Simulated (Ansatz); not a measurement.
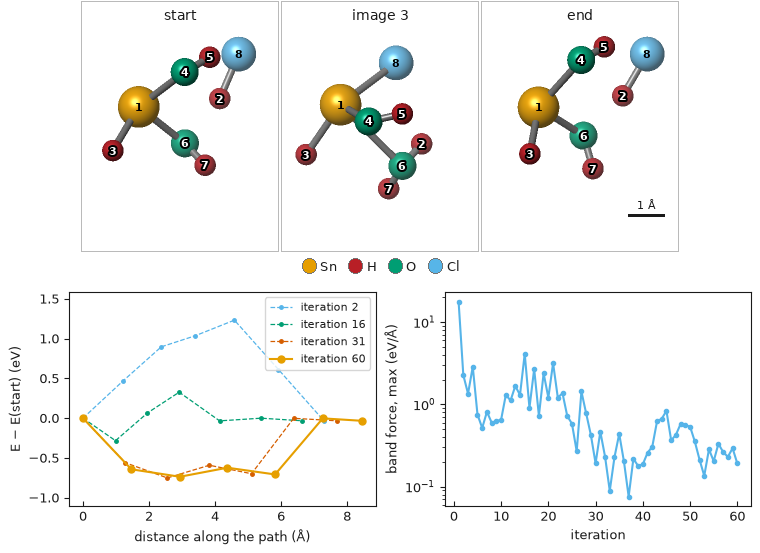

NEB run on SnH4O2Cl (multiplicity 2). Images are numbered from 0 (start) to 6 (end). The plot follows the band through its iterations. The picture is a ball-and-stick view, seen from a free direction.

These are results of UKS B3LYP-D4/def2-SVP (Ansatz), not measurements. Run with 5 movable images; climbing image; force threshold 0.03 eV/Å; iteration limit 60; starting path through a guess of the saddle point.

How did the profile develop, and is the result final?

Answer. The result isn't final. The band hadn't converged when the run stopped after 60 iterations. The largest component of the band force went from 18 to 0.19 eV/Å. The largest force component is 0.38 eV/Å at the start and 0.02 eV/Å at the end; an end with forces this large is no minimum, and the barrier measured from it can be far off. The first iteration put the highest image at 5.08 eV. Relative to the start the highest point is image 0 at 0.00 eV and the end lies at −0.03 eV, but the profile dips to −0.74 eV at image 2 on the way, so there may be more than one step; on an unconverged band the side maxima are provisional.

Cost: 18 min on 4 threads of AMD EPYC 7R43 64-Core Processor (Zen 3), on a shared host, peak memory 0.34 GiB.
